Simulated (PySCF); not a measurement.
## A study: C₂H₄Si, triplet, SMILES `C=C[SiH]`

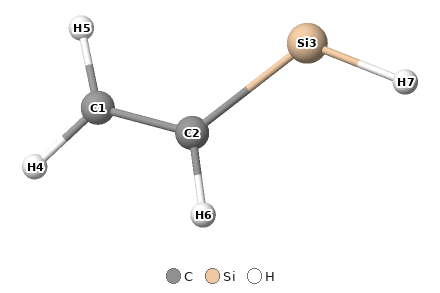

The molecule, with its atoms numbered as below. No frequency check shows the geometry to be a minimum.

Coordinates in Å:

```
C1       1.6985   -0.2339    0.0000
C2       0.5516    0.4726    0.0000
Si3     -1.1552   -0.1883    0.0000
H4       2.6588    0.2536    0.0000
H5       1.7063   -1.3103    0.0000
H6       0.6203    1.5565    0.0000
H7      -2.3138    0.7047    0.0000
```

### 1. Bonding charge

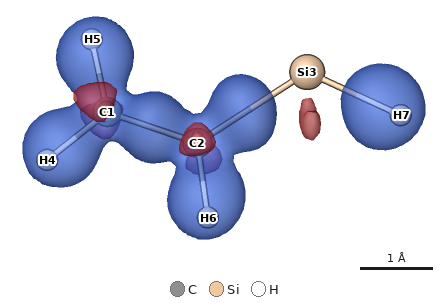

Deformation density (molecule less spherical, spin-averaged free atoms at the same positions), surfaces at ±0.1 e/Å³; blue: gain, red: loss.

Level of theory: CAM-B3LYP/def2-TZVP (PySCF), at a geometry from GFN2-xTB. The stability of the open-shell solution wasn't checked. This spin state may not be the molecule's ground state. GFN2-xTB doesn't know the spin state, so this open-shell geometry is rough.

Question: Describe the bonding that the map shows.

Answer: C1–H5: +0.79 e/Å³ at the bond critical point (bond length 1.08 Å, Mayer order 1.0). C1–H4: +0.79 e/Å³ at the bond critical point (bond length 1.08 Å, Mayer order 1.0). C1–C2: +0.74 e/Å³ at the bond critical point (bond length 1.35 Å, Mayer order 1.7). C2–H6: +0.74 e/Å³ at the bond critical point (bond length 1.09 Å, Mayer order 0.9). Si3–H7: +0.23 e/Å³ at the bond critical point (bond length 1.46 Å, Mayer order 0.9). C2–Si3: +0.21 e/Å³ at the bond critical point (bond length 1.83 Å, Mayer order 1.1). In all, 1.6 electrons gather in the regions of gain relative to the promolecule.

Question: Where do the Hirshfeld charges lie?

Answer: The highest Hirshfeld charge is on Si3 (+0.18 e), the lowest on C2 (−0.16 e).

### 2. Bond critical points

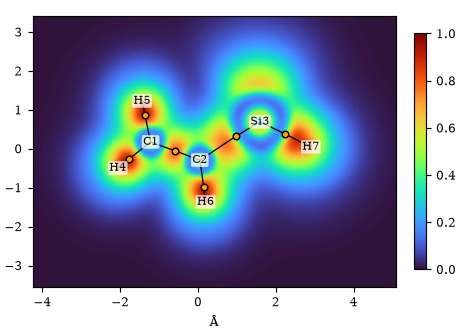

Localised orbital locator (LOL) in the molecular plane, with bond paths and bond critical points (dots).

Question: What values does LOL take at the bond critical points in this plane?

Answer: C1–H5: about 0.90; C1–H4: about 0.90; C2–H6: about 0.90; C1–C2: about 0.78; Si3–H7: about 0.42; C2–Si3: about 0.40. Values above 0.5 mark slow, localised electrons, as in shared pairs; low values at a critical point mark a polar or closed-shell contact whose critical point lies between the shells.

Question: Where along C1–H4 does the critical point lie?

Answer: 0.70 Å from C1 and 0.38 Å from H4.

### 3. Local ionisation energy

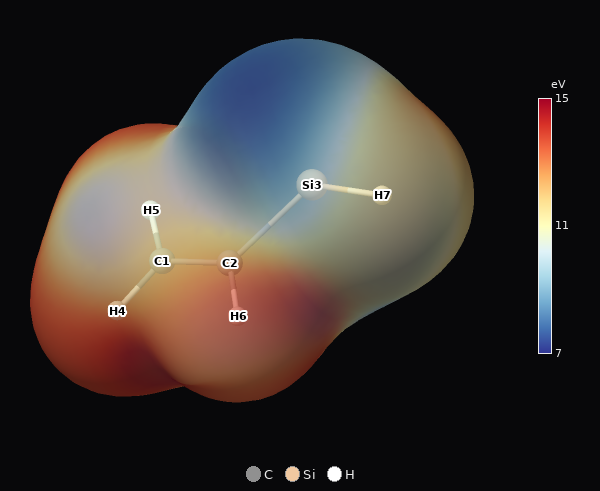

Average local ionisation energy on the surface of electron density 0.001 a.u.

Question: Locate the minima of the map.

Answer: The lowest value is 7.4 eV, off the molecular plane, over Si3 (2.4 Å), and at like points elsewhere. Further minima include 10.1 eV, off the molecular plane, over C1 (2.1 Å), and at like points elsewhere; 13.4 eV, 1.4 Å from H6. For comparison, the highest occupied orbital lies at −6.3 eV.

### 4. Spin density

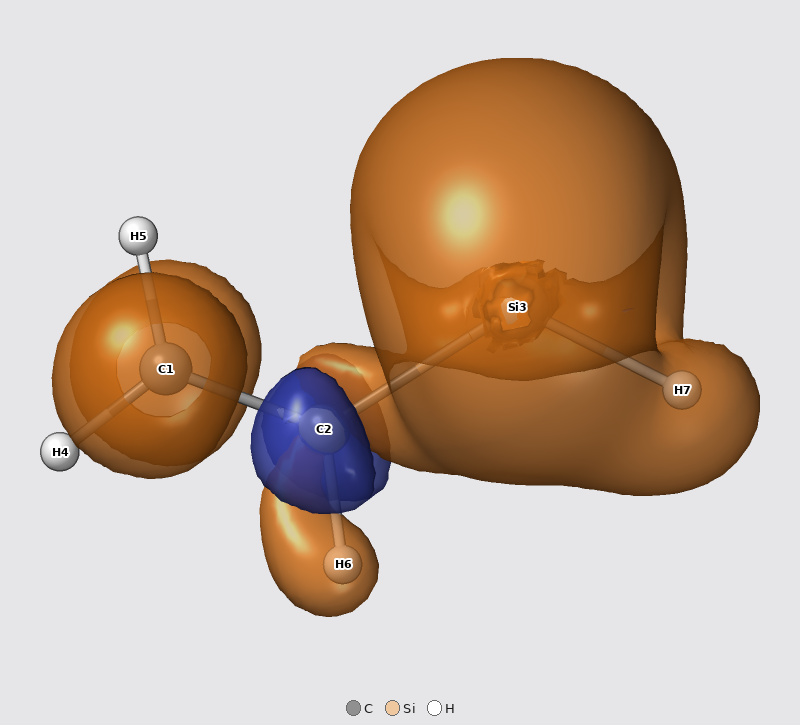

Spin density ρα − ρβ at ±0.02 e/Å³ (orange: excess α, blue: excess β).

Question: Where is the unpaired spin?

Answer: Hirshfeld spin populations: Si3 +1.52, C1 +0.23, H7 +0.14 and C2 +0.05. ⟨S²⟩ = 2.02, against 2.00 for a pure state. The picture also shows regions of β spin from spin polarisation; the Hirshfeld sums, whose atoms overlap, net them against the α spin of neighbours.

The PySCF run shown took 19 s on 1 thread of Arm Neoverse V2 (shared host).
